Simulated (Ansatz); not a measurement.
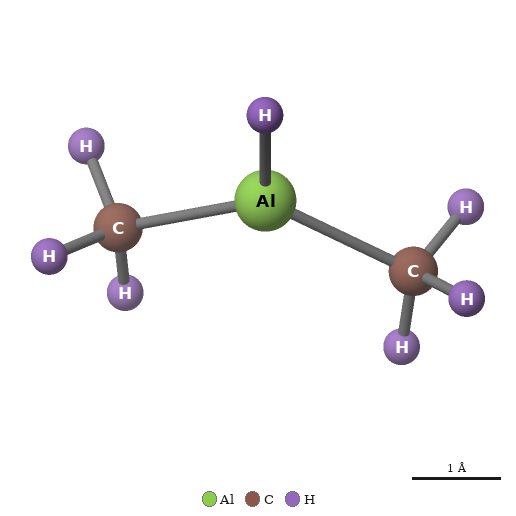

A ball-and-stick model of a molecule. Every bond is drawn as one stick, whatever its order.

What does the picture show?

The molecule is C₂H₇Al. Coordination: 1 Al trigonal planar; 2 C tetrahedral.

More results for the same structure follow; atom numbers are the same in all pictures, views and colours differ. The geometry was computed by an optimisation with PBE0-D4/def2-TZVP.

### Dipole moment

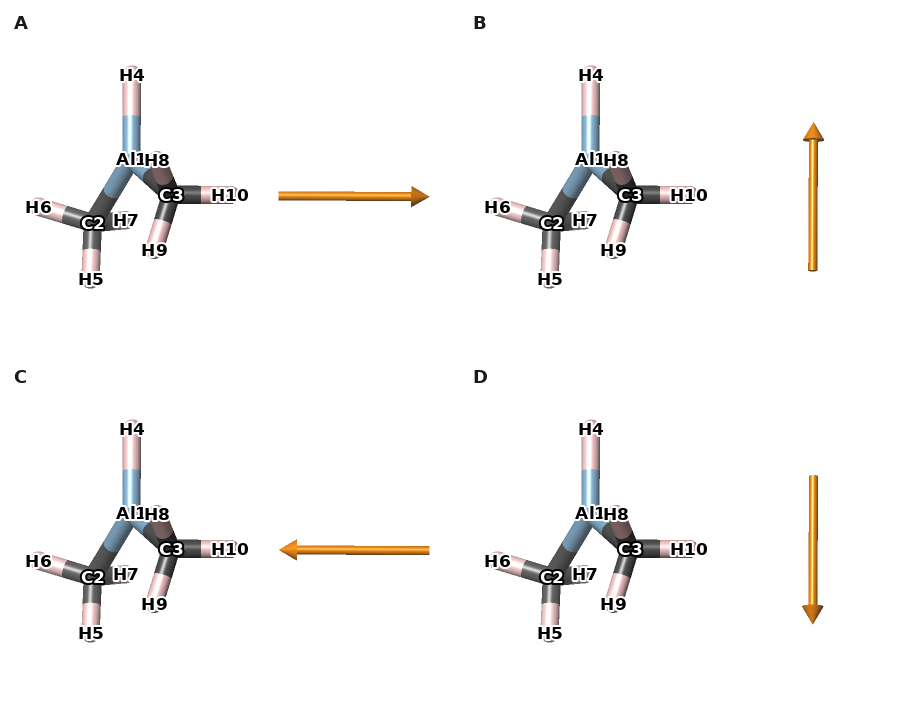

The same molecule four times, each with an arrow. Level of theory: RKS PBE0-D4/def2-TZVP (Ansatz 0.2.0).

**Which arrow points along the dipole moment, from the negative to the positive end?**

D. The dipole moment is 0.67 D; it points from the side of H4 to the side of H5, H9 (the outermost atoms at the two ends).

### Vibrations

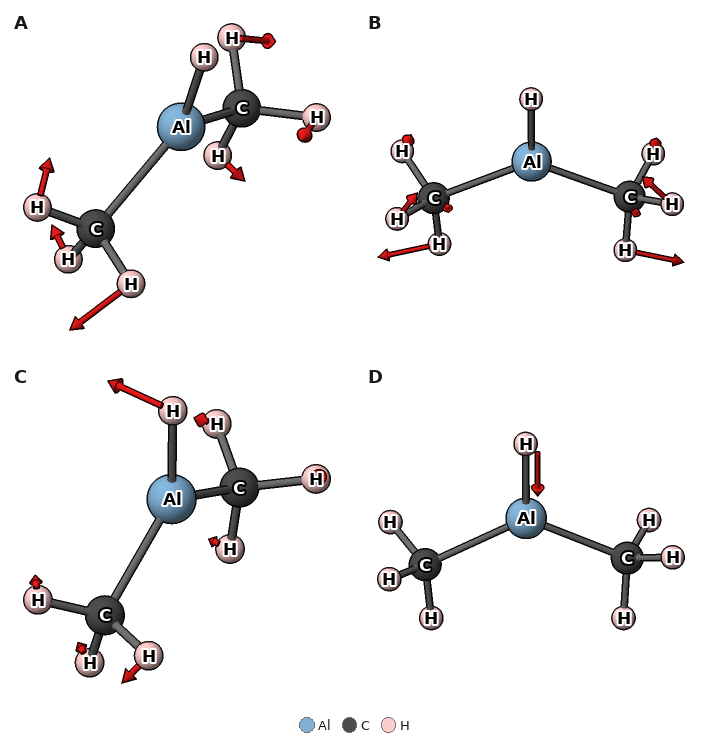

4 normal modes of one molecule or complex, as arrows. Harmonic vibrations computed with RKS PBE0-D4/def2-TZVP (Ansatz 0.2.0) at a stationary point of the same level.

**Match the panels to the wavenumbers 372 cm⁻¹, 537 cm⁻¹, 739 cm⁻¹, 1891 cm⁻¹.**

A: 537 cm⁻¹, Al–C–H bending
B: 739 cm⁻¹, Al–C–H bending
C: 372 cm⁻¹
D: 1891 cm⁻¹, Al–H stretching

### Electronic properties

Method: RKS B3LYP-D4/def2-TZVPP (Ansatz 0.2.0).

**What is the dispersion correction?**

−20.9 kJ/mol.
